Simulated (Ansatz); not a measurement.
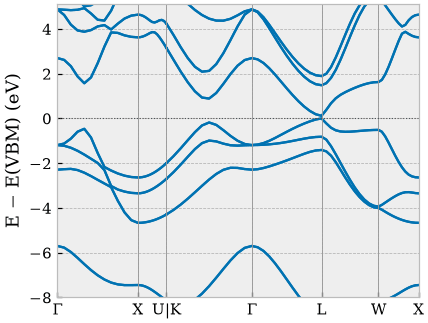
Figure: Band structure from r²SCAN+D4 with spin–orbit coupling (plane waves, PAW; program Ansatz)

Problem. Read off the gap and where the band edges lie.

Solution. About 0.1 eV (0.12 eV by a search for the band edges); maximum at L, minimum at L.

The material is TePb (rock salt, space group No. 225).

Space group Fm-3m (rock salt). Symmetry was held in the r²SCAN+D4 relaxation.

Potentials: the later of the program's two PAW sets.
